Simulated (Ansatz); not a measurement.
```xyz
6
charge 0, multiplicity 2
C    -0.8296   -0.3662   -0.5786
Al    0.6407    0.3699    0.2242
Cl    2.2569   -1.8047    0.4176
H    -1.3504   -0.4718   -1.5263
H     2.6940   -1.5295    1.5928
H     1.0413    0.7743    1.7055
```

What structure does this define?

Formula CH₃AlCl. This geometry has C1 symmetry. It is an open-shell species. Coordination, clear cases only: 1 C bent; 1 Cl bent.

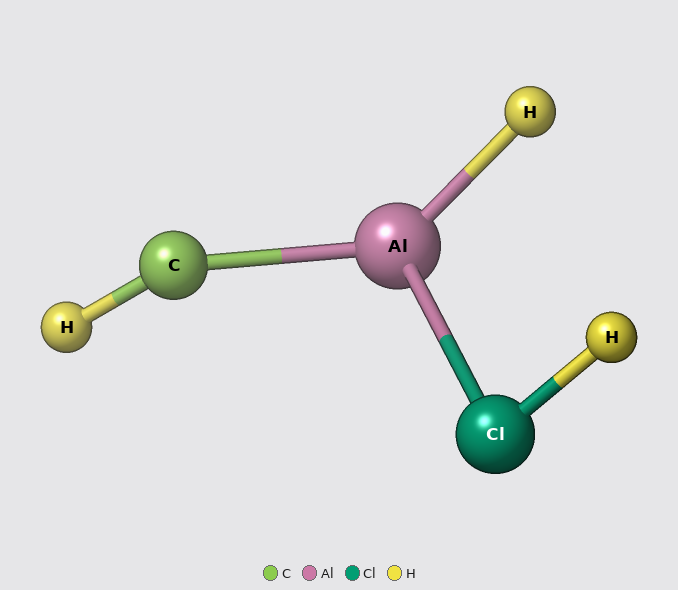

(Drawn from a calculation with Ansatz.)
